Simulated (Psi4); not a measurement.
# UPBE0/cc-pVTZ run of CF (SMILES [C]F)

What is the vertical doublet–quartet gap of CF at UPBE0/cc-pVTZ? 

The calculation is run with Psi4 1.11.

2 further runs of the same task are left out: 2 that didn't finish.

### 1 The molecule

The species is CF (2 atoms), meant as a doublet with charge 0. SMILES: `[C]F`. The shape is that of a PBE0-D4/def2-TZVP optimisation.

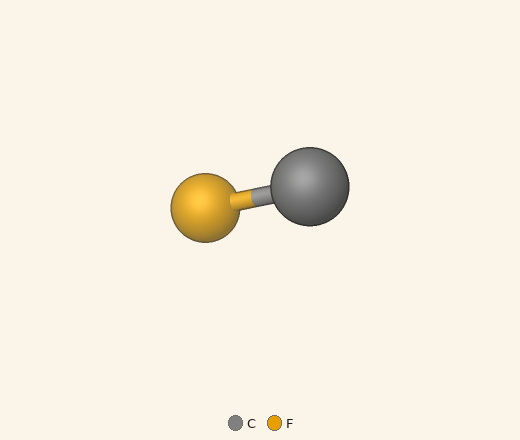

Viewed from a chosen angle; carbon grey, fluorine amber.

### 2 A single-point energy at UPBE0/cc-pVTZ

Contents of job.dat:

```
memory 2200 MB

molecule molecule1 {
  0 2
  C
  F 1 R2

  R2 = 1.26824
  symmetry c1
  no_reorient
  no_com
}

set globals {
  reference            uks
  puream               true
  e_convergence        1e-09
  d_convergence        1e-08
  scf_type             pk
  dft_radial_points    99
  dft_spherical_points 590
  maxiter              100
}

e_tot, wfn = energy("pbe0/cc-pVTZ", return_wfn=True)
oeprop(wfn, "MAYER_INDICES", "DIPOLE", "WIBERG_LOWDIN_INDICES")
```

Command:

```console
$ psi4 -i job.dat -o job.out -n 1
```

job.out:

```text
[...]
  Running in c1 symmetry.
[...]
  Nuclear repulsion =   22.531673323803066
[...]
  Multiplicity = 2
[...]
  Nalpha       = 8
  Nbeta        = 7
[...]
    Number of basis functions: 60
[...]
   @UKS iter   1:  -137.67348781122271   -3.78085e-01   2.92620e-03 ADIIS/DIIS
[...]
   @UKS iter  11:  -137.68850246740169   -6.82121e-13   2.13360e-09 DIIS
[...]
   @S^2 Observed:                7.543272561E-01
[...]
    Orbital Energies [Eh]
    ---------------------
    Alpha Occupied:
       1A    -24.879582     2A    -10.371926     3A     -1.365702
       4A     -0.720729     5A     -0.576776     6A     -0.562057
       7A     -0.428882     8A     -0.226185
    Alpha Virtual:
       9A     -0.097513    10A      0.137244    11A      0.292063
      12A      0.308059    13A      0.325280    14A      0.400977
      15A      0.639541    16A      0.642926    17A      0.644277
      18A      0.735639    19A      0.738941    20A      0.843272
      21A      0.845646    22A      1.104219    23A      1.465854
      24A      1.864334    25A      1.865058    26A      1.895309
[...]
  @UKS Final Energy:  -137.68850246740169
   => Energetics <=
    Nuclear Repulsion Energy =             22.5316733238030658
    One-Electron Energy =                -234.1062881136655278
    Two-Electron Energy =                  85.6959059178990543
    DFT Exchange-Correlation Energy =     -11.8097935954382827
    Empirical Dispersion Energy =           0.0000000000000000
    VV10 Nonlocal Energy =                  0.0000000000000000
    Total Energy =                       -137.6885024674016904
[...]
 Multipole Moments:
 ------------------------------------------------------------------------------------
     Multipole            Electronic (a.u.)      Nuclear  (a.u.)        Total (a.u.)
 ------------------------------------------------------------------------------------
 L = 1.  Multiply by 2.5417464519 to convert [e a0] to [Debye]
 Dipole X            :          0.0000000            0.0000000            0.0000000
 Dipole Y            :          0.0000000            0.0000000            0.0000000
 Dipole Z            :          0.7826422           -0.4631463            0.3194959
 Magnitude           :                                                    0.3194959
[...]
```

Run time: 19 s. Hardware: 1 thread of Intel Xeon at 2.50GHz (Skylake/Cascade Lake), shared host; peak memory 0.43 GiB.

### 3 The quartet: energy and forces at UPBE0/cc-pVTZ

Contents of cf.py:

```python
import psi4

psi4.set_memory('2200 MB')
psi4.set_num_threads(1)
psi4.core.set_output_file('cf.out', False)

m = psi4.geometry("""
0 4
C
F 1 1.26824
symmetry c1
""")

psi4.set_options({
    'basis': 'cc-pVTZ',
    'reference': 'uks',
    'puream': True,
    'e_convergence': 1e-09,
    'd_convergence': 1e-08,
    'scf_type': 'pk',
    'dft_radial_points': 99,
    'dft_spherical_points': 590,
    'maxiter': 100,
})

result, w = psi4.gradient('pbe0', return_wfn=True)
psi4.oeprop(w, 'WIBERG_LOWDIN_INDICES', 'QUADRUPOLE', 'DIPOLE', title='PBE0')
print('gradient / Eh bohr^-1')
print(result.np.round(6))
print(f'energy = {w.energy():.10f} Eh')
for k, v in sorted(psi4.core.scalar_variables().items()):
    print(f'{k:45s} {v:18.10f}')
```

Command:

```console
$ python cf.py
```

cf.out, shortened:

```text
[...]
  Running in c1 symmetry.
[...]
  Nuclear repulsion =   22.531673323803066
[...]
  Multiplicity = 4
[...]
  Nalpha       = 9
  Nbeta        = 6
[...]
    Number of basis functions: 60
[...]
   @UKS iter   1:  -137.54788941338623   -2.52487e-01   2.75937e-03 ADIIS/DIIS
[...]
   @UKS iter  10:  -137.56336784848489   -1.19371e-12   3.04054e-09 DIIS
[...]
   @S^2 Observed:                3.753017649E+00
[...]
  @UKS Final Energy:  -137.56336784848489
   => Energetics <=
    Nuclear Repulsion Energy =             22.5316733238030658
    One-Electron Energy =                -234.2720653103561119
    Two-Electron Energy =                  86.0533560374670827
    DFT Exchange-Correlation Energy =     -11.8763318993989291
    Empirical Dispersion Energy =           0.0000000000000000
    VV10 Nonlocal Energy =                  0.0000000000000000
    Total Energy =                       -137.5633678484848872
[...]
  -Total Gradient:
     Atom            X                  Y                   Z
    ------   -----------------  -----------------  -----------------
       1       -0.000000000000     0.000000000000     0.049795660668
       2        0.000000000000     0.000000000000    -0.049796133160
[...]
 Multipole Moments:
 ------------------------------------------------------------------------------------
     Multipole            Electronic (a.u.)      Nuclear  (a.u.)        Total (a.u.)
 ------------------------------------------------------------------------------------
 L = 1.  Multiply by 2.5417464519 to convert [e a0] to [Debye]
 Dipole X            :         -0.0000000            0.0000000           -0.0000000
 Dipole Y            :          0.0000000            0.0000000            0.0000000
 Dipole Z            :          0.2746618           -0.4631463           -0.1884845
 Magnitude           :                                                    0.1884845
 L = 2.  Multiply by 1.3450342976 to convert [e a0^2] to [Debye ang]
 Quadrupole XX       :         -7.9647754            0.0000000           -7.9647754
 Quadrupole XY       :         -0.0000000            0.0000000           -0.0000000
[...]
```

On the terminal:

```text
gradient / Eh bohr^-1
[[-0.        0.        0.049796]
 [ 0.        0.       -0.049796]]
energy = -137.5633678485 Eh
CURRENT ENERGY                                   -137.5633678485
CURRENT REFERENCE ENERGY                         -137.5633678485
DD SOLVATION ENERGY                                 0.0000000000
DFT FUNCTIONAL TOTAL ENERGY                      -137.5633678485
DFT TOTAL ENERGY                                 -137.5633678485
DFT VV10 ENERGY                                     0.0000000000
DFT XC ENERGY                                     -11.8763318994
GRID ELECTRONS ALPHA                                8.9999999784
GRID ELECTRONS BETA                                 5.9999999825
GRID ELECTRONS TOTAL                               14.9999999609
NUCLEAR REPULSION ENERGY                           22.5316733238
ONE-ELECTRON ENERGY                              -234.2720653104
PCM POLARIZATION ENERGY                             0.0000000000
PE ENERGY                                           0.0000000000
SCF ITERATION ENERGY                             -137.5633678485
SCF ITERATIONS                                     10.0000000000
SCF TOTAL ENERGY                                 -137.5633678485
TWO-ELECTRON ENERGY                                86.0533560375
XC GRID RADIAL POINTS                              99.0000000000
XC GRID SPHERICAL POINTS                          590.0000000000
XC GRID TOTAL POINTS                           112534.0000000000
```

Run time: 20 s. Hardware: 1 thread of Intel Xeon at 2.50GHz (Skylake/Cascade Lake), shared host; peak memory 0.44 GiB.

### 4 What came out

Level: UPBE0/cc-pVTZ.

```
                                        quantity          value
                           doublet: total energy  -137.68850 Eh
                          doublet: dipole moment         0.81 D
     doublet: HOMO energy (highest over α and β)       -6.15 eV
      doublet: LUMO energy (lowest over α and β)       -2.65 eV
                                   doublet: ⟨S²⟩          0.754
                           quartet: total energy  -137.56337 Eh
                          quartet: dipole moment         0.48 D
     quartet: HOMO energy (highest over α and β)       -6.74 eV
      quartet: LUMO energy (lowest over α and β)       -5.31 eV
                                   quartet: ⟨S²⟩          3.753
               quartet: largest force on an atom     2.561 eV/Å
vertical energy of the quartet above the doublet       3.405 eV
```

**Reading.** At this shape the quartet lies 3.41 eV (329 kJ/mol) above the doublet.
